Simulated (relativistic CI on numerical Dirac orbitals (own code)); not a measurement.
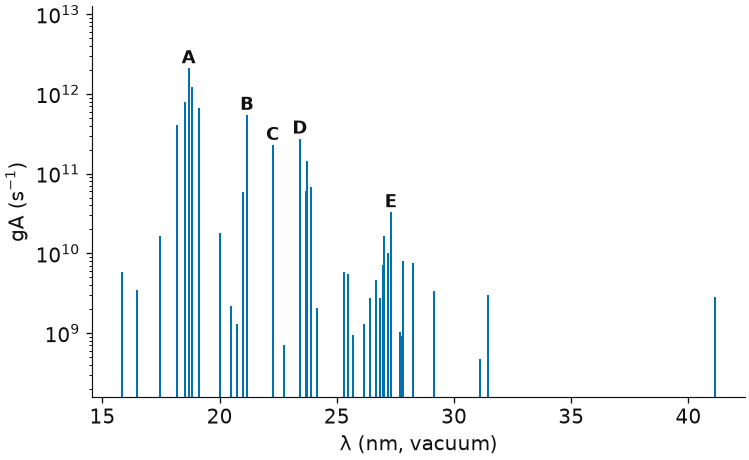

*The stronger electric dipole lines (weighted rates gA) for Re IX (Re⁸⁺).*

A: 4f¹⁴ 5s² 5p⁴ 5d ²D₅/₂ → 4f¹⁴ 5s² 5p⁵ ²P°₃/₂, 18.68 nm, gA = 2.1×10¹² s⁻¹; B: 4f¹⁴ 5s² 5p⁴ 5d [5p₁/₂ (5p₃/₂)³ 5d₅/₂] J = 1/2 → 4f¹⁴ 5s² 5p⁵ ²P°₁/₂, 21.17 nm, gA = 5.5×10¹¹ s⁻¹; C: 4f¹⁴ 5s² 5p⁴ 5d ²D₃/₂ → 4f¹⁴ 5s² 5p⁵ ²P°₁/₂, 22.26 nm, gA = 2.3×10¹¹ s⁻¹; D: 4f¹⁴ 5s² 5p⁴ 5d [(5p₃/₂)² 5d₅/₂] J = 5/2 → 4f¹⁴ 5s² 5p⁵ ²P°₃/₂, 23.42 nm, gA = 2.7×10¹¹ s⁻¹; E: 4f¹⁴ 5s² 5p³ 5d² [5p₃/₂ 5d₃/₂ 5d₅/₂] J = 9/2 → 4f¹⁴ 5s² 5p⁴ 5d [(5p₃/₂)² 5d₅/₂] J = 9/2, 27.30 nm, gA = 3.3×10¹⁰ s⁻¹. The strongest, A, lies in the extreme ultraviolet region.

Re⁸⁺: relativistic CI calculation

Re⁸⁺. Computed at this level: Dirac-Coulomb-Breit CI, KLI orbitals optimised for each configuration, model QED (radiative potential, 1s self-energy scaled to tabulated hydrogen-like ionisation energies) (relativistic CI on numerical Dirac orbitals, in-house).

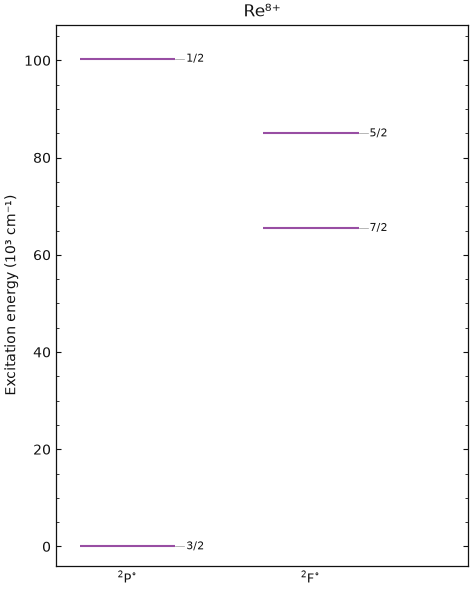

*Level diagram of Re⁸⁺.*

The lowest level is 4f¹⁴ 5s² 5p⁵ ²P°₃/₂. The first excited level, 4f¹³ 5s² 5p⁶ ²F°₇/₂, lies at 65,500 cm⁻¹. All levels drawn have odd parity, so no electric dipole line joins them. The levels are well described in LS and in jj coupling alike (mean leading weight 99 % in LS and 99 % in jj).

| Configuration | Level | E (cm⁻¹) | LS purity (%) |
| --- | --- | --- | --- |
| 4f¹⁴ 5s² 5p⁵ | ²P°₃/₂ | 0 | 99 |
| 4f¹³ 5s² 5p⁶ | ²F°₇/₂ | 65,500 | 100 |
| 4f¹³ 5s² 5p⁶ | ²F°₅/₂ | 84,960 | 100 |
| 4f¹⁴ 5s² 5p⁵ | ²P°₁/₂ | 100,300 | 99 |

Input and output of the run follow.

## Input file
```
atom Re  Z=75  charge=8  electrons=67
nucleus A=187  rms_radius_fm=5.3698
hamiltonian dirac-coulomb  breit=on  qed=on  c_scale=1
orbitals kli  potential=per-configuration
slater_scale 1
correlation none
mixing on
configurations
  [Kr] 4d10 4f14 5s2 5p5
  [Xe] 4f13
  [Kr] 4d10 4f14 5s 5p6
  [Kr] 4d10 4f14 5s2 5p4 5d
  [Kr] 4d10 4f14 5s2 5p3 5d2
  [Kr] 4d10 4f14 5s2 5p2 5d3
  [Xe] 4f11 6s2
  [Xe] 4f12 6s
end
```

Launched within a batch (the task file carries these settings):
```bash
python <driver script> task.json out
```

The program writes its results to a structured record and prints no log; tables and figures of this report are taken from that record.

## Summary

- outcome: converged
- lowest level: 4f¹⁴ 5s² 5p⁵ ²P°₃/₂
- first excited level: 4f¹³ 5s² 5p⁶ ²F°₇/₂, 65,505 cm⁻¹
- levels computed: 500
- SCF iterations: 75
- hardware: 1 thread of Intel Xeon (Granite Rapids), 64 GiB of memory available, shared host
- wall time: 0.52 s

## Remarks

Limits: configurations can be misplaced by up to about 7 % of their energy; low levels that differ in the count of f electrons can be misplaced by several ten thousand cm⁻¹; only lines among the lowest 40 of 500 levels are drawn, so those from 4f¹⁴ 5s² 5p³ 5d² are incomplete.
